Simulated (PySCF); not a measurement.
Vertical excitations of a molecule CH6O2Si2 from TDA-ωB97X/def2-SVPD (PySCF), as energy in eV (oscillator strength): 6.28 (0.039), 6.64 (0.036), 6.93 (0.013), 7.03 (0.252), 7.33 (0.065), 7.37 (0.031), 7.51 (0.009), 7.57 (0.026), 7.74 (0.012), 7.86 (0.042). Lowest triplet (TDA): 5.37 eV. The structure is a stationary point at PBE-D3(BJ)/def2-SVP. One conformer was computed; it need not be the lowest.

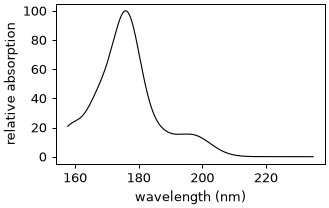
The lines broadened by 0.4 eV.

Problem. Identify the compound among the candidates.
A) [SiH3][SiH]1OCO1
B) O=C([SiH3])[SiH2]O
C) O[Si@H]1OC[SiH2]1
D) O=CO[SiH2][SiH3]

Solution. C, O[Si@H]1OC[SiH2]1
